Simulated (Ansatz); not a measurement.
Start from WS2 (space group P6_3/mmc, No. 194; a = 3.154 Å, c = 12.141 Å; layered, stacked along the Cartesian z axis).

One thing is altered: hole doping at 7.0×10^21 cm⁻³ (0.732 per cell), with a uniform compensating background at fixed cell and a 300 K Fermi–Dirac width.

All numbers come from Ansatz (an electronic-structure program) PBE-D3(BJ), without spin-orbit coupling.

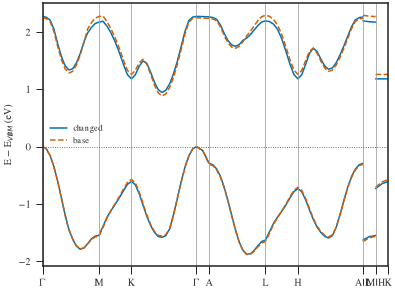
Figure: Highest valence and lowest conduction band along the path, each from its own valence-band maximum

The gap is 0.94 eV, indirect, Γ → K–Γ (47 % along); the base has 0.88 eV.

Carriers are added with a uniform compensating background; total energy and stress of such cells depend on the potential's zero and are not compared; many-body gap narrowing is missing at this level. With W present, leaving out spin-orbit coupling can change the band edges. Stability against distortions was not tested.
